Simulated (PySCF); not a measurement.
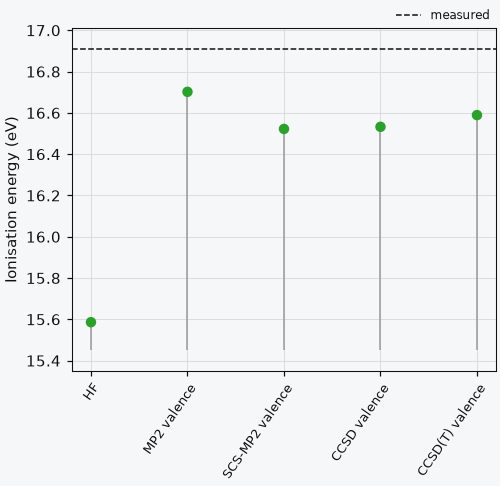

The ionisation energy of Cd⁺ ([Kr] 4d¹⁰ 5s → [Kr] 4d¹⁰) across levels of theory. PySCF, def2-TZVPPD with a 28-electron core potential, unrestricted single determinants, no spin-orbit coupling. Methods marked “valence” freeze 8 core electrons.

Which methods come out highest, lowest and best?

The values run from 15.59 eV (HF) to 16.70 eV (MP2 valence). The measured value is 16.91 eV; nearest to it come MP2 valence (−0.21) and CCSD(T) valence (−0.32), furthest HF (−1.32 eV).

```
         Method  Ionisation energy (eV)
             HF                   15.59
    MP2 valence                   16.70
SCS-MP2 valence                   16.52
   CCSD valence                   16.53
CCSD(T) valence                   16.59
```
